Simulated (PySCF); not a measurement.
# HOF (hypofluorous acid) at 6 levels

Aim: a comparison of 6 runs (HF/STO-3G, B2PLYP/aug-cc-pVTZ, BHLYP/aug-cc-pVTZ, M06-2X/aug-cc-pVTZ, TPSS/aug-cc-pVTZ, wB97X/aug-cc-pVTZ) of HOF (hypofluorous acid). Input form: a Python script.

Program for the calculation: PySCF 2.14.0.

1 further run of the same task is left out (set aside as unsound or not needed).

### 1 The structure to begin with

HOF has 3 atoms, charge 0, and is taken as a singlet. As SMILES, `OF`. The coordinates come from a GFN2-xTB relaxation.

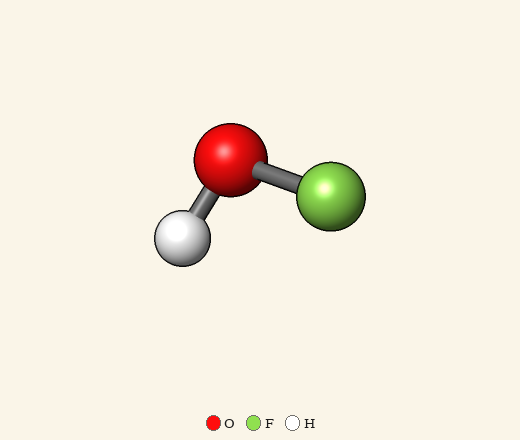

The structure, seen from a chosen angle (oxygen red, fluorine green, hydrogen white).

### 2 The energy at HF/STO-3G (run 1)

Contents of input.py:

```python
# hypofluorous acid
from pyscf import gto

system = gto.Mole()
system.atom = '''
O    0.414430  -0.197140   0.208800
F   -0.212000   1.020440  -0.004820
H   -0.202430  -0.823300  -0.203980
'''
system.basis = 'sto-3g'
system.max_memory = 1860
system.verbose = 3
system.build()

mf = system.RHF()
mf.conv_tol = 1e-10
mf.kernel()
if not mf.converged:
    mf = mf.newton().run(mf.mo_coeff, mf.mo_occ)

energy = mf.e_tot
print('Final energy', energy)
```

The run is started by

```console
$ OMP_NUM_THREADS=1 python input.py
```

What it wrote:

```text
converged SCF energy = -172.371305874902
Final energy -172.37130587490242
```

Run time: 0.78 s. Hardware: 1 thread of Arm Neoverse V1, shared host; peak memory 0.12 GiB.

### 3 The energy at B2PLYP/aug-cc-pVTZ (run 2)

Contents of run.py:

```python
# hypofluorous acid
from pyscf import gto, dft, mp

molecule = gto.Mole()
molecule.atom = '''
O    0.414430  -0.197140   0.208800
F   -0.212000   1.020440  -0.004820
H   -0.202430  -0.823300  -0.203980
'''
molecule.basis = 'aug-cc-pvtz'
molecule.max_memory = 1860
molecule.spin = 0
molecule.verbose = 3
molecule.build()

ks = dft.RKS(molecule)
ks.xc = '0.53*HF + 0.47*B88, 0.73*LYP'
ks.conv_tol = 1e-10
ks.grids.level = 5
ks.kernel()
if not ks.converged:
    ks = ks.newton().run(ks.mo_coeff, ks.mo_occ)

pt = mp.MP2(ks, frozen=2).run()
etot = ks.e_tot + 0.27 * pt.e_corr
print('PT2 part  %.8f' % (0.27 * pt.e_corr))
print('E(%s) = %.9f' % ('B2PLYP', etot))
```

The run is started by

```console
$ OMP_NUM_THREADS=1 python run.py
```

What it wrote:

```text
converged SCF energy = -175.3459912504
E(RMP2) = -175.962407517062  E_corr = -0.616416266661917
E(SCS-RMP2) = -175.950985341216  E_corr = -0.604994090816006
PT2 part  -0.16643239
E(B2PLYP) = -175.512423642
```

Run time: 11 s. Hardware: 1 thread of Arm Neoverse V1, shared host; peak memory 0.58 GiB.

Runs 3 to 5 aren't shown in full; the table further down has their settings and results.

### 4 The energy at wB97X/aug-cc-pVTZ (run 6)

Contents of job.py:

```python
from pyscf import gto, dft

mol = gto.M(
    atom='''
O    0.414430  -0.197140   0.208800
F   -0.212000   1.020440  -0.004820
H   -0.202430  -0.823300  -0.203980
''',
    charge=0,
    max_memory=1860,
    basis='aug-cc-pvtz',
    verbose=3,
    spin=0,
)

mf = dft.RKS(mol)
mf.xc = 'wb97x'
mf.grids.level = 5
mf.conv_tol = 1e-10
mf.kernel()
if not mf.converged:
    mf = mf.newton().run(mf.mo_coeff, mf.mo_occ)

energy = mf.e_tot
print('E(%s) = %.9f' % ('WB97X', energy))
```

The run is started by

```console
$ OMP_NUM_THREADS=1 python job.py
```

What it wrote:

```text
converged SCF energy = -175.566052348115
E(WB97X) = -175.566052348
```

It took 17 s on 1 thread of Arm Neoverse V1, shared host; peak memory 0.59 GiB.

### 5 The series

```
run               level  frozen core orbitals  integration grid  energy (Eh)  dipole moment (D)  HOMO energy (eV)  LUMO energy (eV)  wall time
  1           HF/STO-3G                     –                 –  -172.371306               1.50            -10.58             12.26     0.78 s
  2  B2PLYP/aug-cc-pVTZ                     2                 5  -175.512424               2.00            -11.26              0.04       11 s
  3   BHLYP/aug-cc-pVTZ                     –                 5  -175.527547               2.00            -11.26             -0.12       11 s
  4  M06-2X/aug-cc-pVTZ                     –                 5  -175.544252               1.96            -11.27             -0.34       23 s
  5    TPSS/aug-cc-pVTZ                     –                 5  -175.628144               1.85             -7.24             -2.25       20 s
  6   wB97X/aug-cc-pVTZ                     –                 5  -175.566052               1.92            -11.75              0.97       17 s
```

### 6 Outcome

| quantity | value |
| --- | --- |
| run 6: total energy | -175.56605 Eh |
| run 6: dipole moment | 1.92 D |
| run 6: HOMO energy | -11.75 eV |
| run 6: LUMO energy | 0.97 eV |
| run 6: HOMO–LUMO gap | 12.72 eV |

**Reading.** The dipole moment (its size) runs from 1.50 D (HF/STO-3G) to 2.00 D (BHLYP/aug-cc-pVTZ). The two ends differ in method and basis. The HOMO–LUMO gap runs from 4.99 eV (TPSS/aug-cc-pVTZ) to 22.84 eV (HF/STO-3G). Totals of different functionals can't be ranked against each other. In run 1 the basis is minimal, so the values are rough. All runs together took 82 s, the longest 23 s.
